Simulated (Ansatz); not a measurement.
```xyz
4
charge 0, multiplicity 2
F     1.2233   -0.4098    0.9175
Si    0.1488   -0.4320   -0.1770
Cl   -1.6749   -0.3672    0.7324
Cl    0.4179    1.2100   -1.3553
```

Geometry: moved along internal coordinates away from the minimum.

What structure does this define?

The molecule is SiCl₂F. Its SMILES string is `F[Si](Cl)Cl`. It is an open-shell species. Coordination: 1 Si trigonal pyramidal.

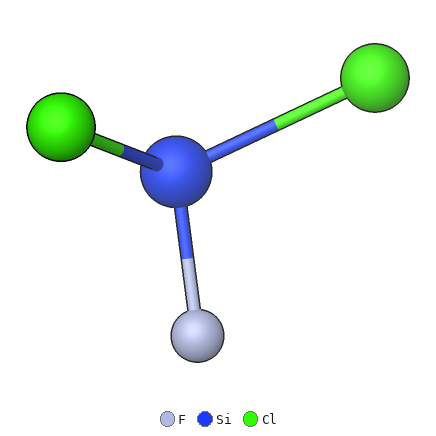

The picture comes from a calculation with Ansatz.
